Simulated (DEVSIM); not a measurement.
Structure: abrupt Si n-p junction, at 300 K.

| layer (left to right) | material | thickness (μm) | Nd (cm⁻³) | Na (cm⁻³) | τn (s) | τp (s) |
|---|---|---|---|---|---|---|
| 1 | Si | 0.290 | 3.2e18 | - | 2e-6 | 2e-6 |
| 2 | Si | 23.0 | - | 1.7e14 | 2e-6 | 2e-6 |

Left contact: ohmic. Right contact: ohmic. Voltage is applied to the left contact. Recombination: SRH at mid-gap, Auger. Mobility is μmin + (μ − μmin)/(1 + (N/Nref)^α).

The device is made up for the run: typed textbook-type constants, with dimensions and the other settings drawn at random. Values at 300 K.

```
parameter           Si
-------------  -------
gap (eV)         1.124
affinity (eV)     4.05
permittivity      11.7
Nc (cm⁻³)      2.86e19
Nv (cm⁻³)       3.1e19
μn (cm²/Vs)       1417
μp (cm²/Vs)        470
μn,min              52
μp,min              45
Nref,n          9.7e16
Nref,p          2.2e17
αn                0.68
αp                0.72
Cn (cm⁶/s)     2.8e-31
Cp (cm⁶/s)     9.9e-32
```

Model (solved in DEVSIM): 1D drift-diffusion, Boltzmann statistics, complete ionisation; no tunnelling, impact ionisation, image-force lowering or self-heating.

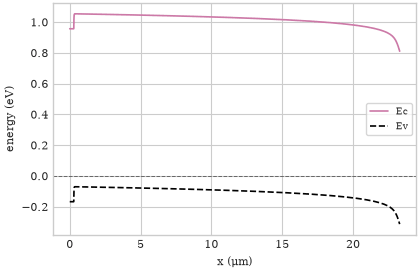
Figure. Band edges at -0.9 V on the left contact

Energies count from the Fermi level of the right contact; mesh points crowd at the junctions.

```json
[
 {"x (μm)": "0.000", "Ec (eV)": "0.957", "Ev (eV)": "-0.167", "n (cm⁻³)": "3.2e18", "p (cm⁻³)": "< 1e2", "field (V/cm)": "≈ 0"},
 {"x (μm)": "0.02439", "Ec (eV)": "0.957", "Ev (eV)": "-0.167", "n (cm⁻³)": "3.2e18", "p (cm⁻³)": "1.5e14", "field (V/cm)": "≈ 0"},
 {"x (μm)": "0.06927", "Ec (eV)": "0.957", "Ev (eV)": "-0.167", "n (cm⁻³)": "3.2e18", "p (cm⁻³)": "4.1e14", "field (V/cm)": "≈ 0"},
 {"x (μm)": "0.1450", "Ec (eV)": "0.957", "Ev (eV)": "-0.167", "n (cm⁻³)": "3.2e18", "p (cm⁻³)": "8.6e14", "field (V/cm)": "≈ 0"},
 {"x (μm)": "0.2419", "Ec (eV)": "0.956", "Ev (eV)": "-0.168", "n (cm⁻³)": "3.2e18", "p (cm⁻³)": "1.4e15", "field (V/cm)": "≈ 0"},
 {"x (μm)": "0.2771", "Ec (eV)": "0.957", "Ev (eV)": "-0.167", "n (cm⁻³)": "3.2e18", "p (cm⁻³)": "1.7e15", "field (V/cm)": "580"},
 {"x (μm)": "0.2979", "Ec (eV)": "1.025", "Ev (eV)": "-0.099", "n (cm⁻³)": "2.3e17", "p (cm⁻³)": "2.4e16", "field (V/cm)": "29000"},
 {"x (μm)": "0.3510", "Ec (eV)": "1.054", "Ev (eV)": "-0.070", "n (cm⁻³)": "7.4e16", "p (cm⁻³)": "7.3e16", "field (V/cm)": "170"},
 {"x (μm)": "0.4359", "Ec (eV)": "1.054", "Ev (eV)": "-0.070", "n (cm⁻³)": "7.4e16", "p (cm⁻³)": "7.4e16", "field (V/cm)": "-16"},
 {"x (μm)": "0.6198", "Ec (eV)": "1.053", "Ev (eV)": "-0.071", "n (cm⁻³)": "7.3e16", "p (cm⁻³)": "7.3e16", "field (V/cm)": "-16"},
 {"x (μm)": "1.002", "Ec (eV)": "1.053", "Ev (eV)": "-0.071", "n (cm⁻³)": "7.2e16", "p (cm⁻³)": "7.2e16", "field (V/cm)": "-16"},
 {"x (μm)": "2.224", "Ec (eV)": "1.051", "Ev (eV)": "-0.073", "n (cm⁻³)": "6.8e16", "p (cm⁻³)": "6.8e16", "field (V/cm)": "-17"},
 {"x (μm)": "4.342", "Ec (eV)": "1.047", "Ev (eV)": "-0.077", "n (cm⁻³)": "6.1e16", "p (cm⁻³)": "6.1e16", "field (V/cm)": "-19"},
 {"x (μm)": "8.751", "Ec (eV)": "1.037", "Ev (eV)": "-0.087", "n (cm⁻³)": "4.6e16", "p (cm⁻³)": "4.7e16", "field (V/cm)": "-25"},
 {"x (μm)": "17.06", "Ec (eV)": "1.006", "Ev (eV)": "-0.119", "n (cm⁻³)": "2.0e16", "p (cm⁻³)": "2.0e16", "field (V/cm)": "-60"},
 {"x (μm)": "20.31", "Ec (eV)": "0.978", "Ev (eV)": "-0.146", "n (cm⁻³)": "9.4e15", "p (cm⁻³)": "9.6e15", "field (V/cm)": "-130"},
 {"x (μm)": "21.87", "Ec (eV)": "0.950", "Ev (eV)": "-0.174", "n (cm⁻³)": "4.4e15", "p (cm⁻³)": "4.5e15", "field (V/cm)": "-270"},
 {"x (μm)": "22.62", "Ec (eV)": "0.920", "Ev (eV)": "-0.204", "n (cm⁻³)": "1.9e15", "p (cm⁻³)": "2.0e15", "field (V/cm)": "-620"},
 {"x (μm)": "23.05", "Ec (eV)": "0.873", "Ev (eV)": "-0.251", "n (cm⁻³)": "7.7e14", "p (cm⁻³)": "5.6e14", "field (V/cm)": "-1900"},
 {"x (μm)": "23.18", "Ec (eV)": "0.842", "Ev (eV)": "-0.282", "n (cm⁻³)": "4.8e14", "p (cm⁻³)": "2.8e14", "field (V/cm)": "-2700"},
 {"x (μm)": "23.25", "Ec (eV)": "0.823", "Ev (eV)": "-0.301", "n (cm⁻³)": "2.4e14", "p (cm⁻³)": "2.0e14", "field (V/cm)": "-3000"},
 {"x (μm)": "23.29", "Ec (eV)": "0.811", "Ev (eV)": "-0.313", "n (cm⁻³)": "680000", "p (cm⁻³)": "1.7e14", "field (V/cm)": "-3100"}
]
```
